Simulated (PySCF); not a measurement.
**AsO4 (arsenate(V) anion) (charge −3): density, localisation and related maps**

The calculation's input:

```
{"job": {"kind": "uv", "xc": "CAM-B3LYP", "basis": "def2-SVPD", "ip": true, "dynamic": false}, "charge": -3, "multiplicity": 1}
O     -0.144079    -0.410698     1.662726
As     0.006889    -0.006956    -0.008166
O     -0.640594     1.569600    -0.277948
O      1.672883    -0.029747    -0.457783
O     -0.861280    -1.156876    -0.957650
```

Command:

```sh
OMP_NUM_THREADS=1 python probes_run.py task.json out
```

Geometry: PBE0-D3(BJ)/def2-SVP.

Level of theory: PySCF, CAM-B3LYP/def2-SVPD, SCF density, gas phase.

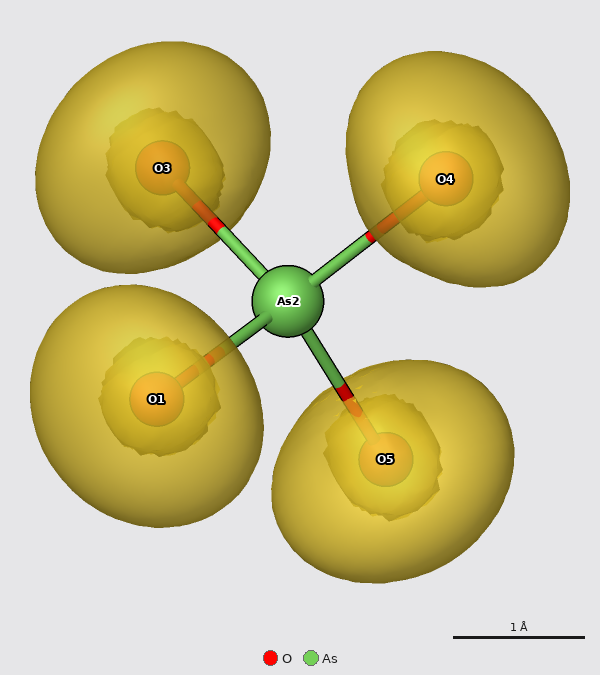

Figure 1. Isosurface of the electron localisation function at 0.75 (yellow), seen at a tilt. Only the valence region is drawn (cores and ρ < 0.01 e/Å³ removed).

Q: Where are the electrons localised?

A: At this value the surface marks out four regions wrapped around O (its lone pairs, merged into a ring or cap).


As–O (1.73 Å): the ELF peaks at about 0.80 in the valence shell of O, 0.6 Å from its nucleus, and is about 0.45 at the midpoint.

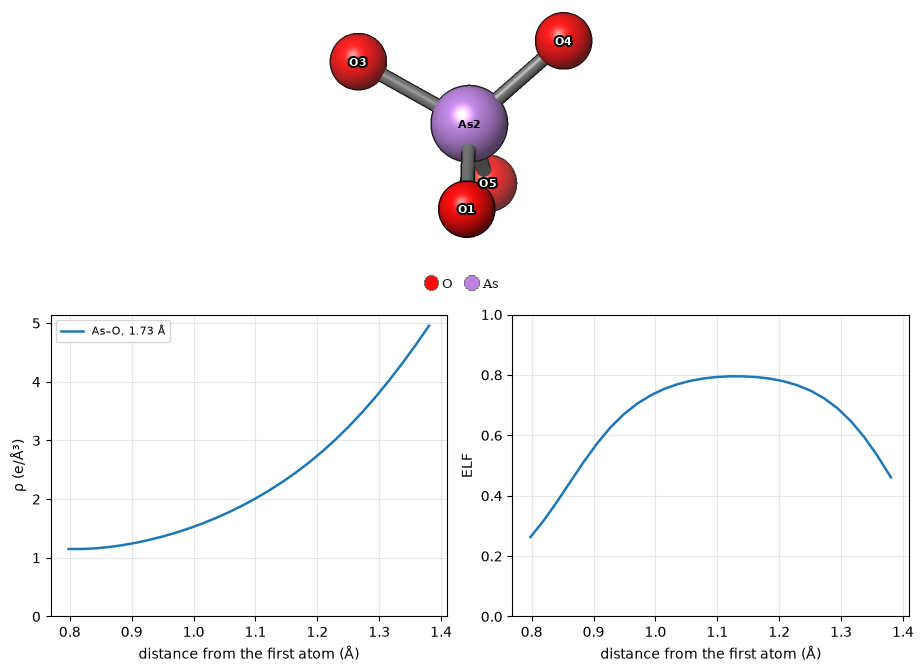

Figure 2. Electron density and electron localisation function along straight lines between neighbouring atoms. The curves leave out the atomic cores. The structure is drawn too.

Q: What can be read from the curves?

A: As–O (1.73 Å): the density is about 1.2 e/Å³ at the midpoint; the ELF peaks at about 0.80 in the valence shell of O, 0.6 Å from its nucleus, and is about 0.45 at the midpoint.
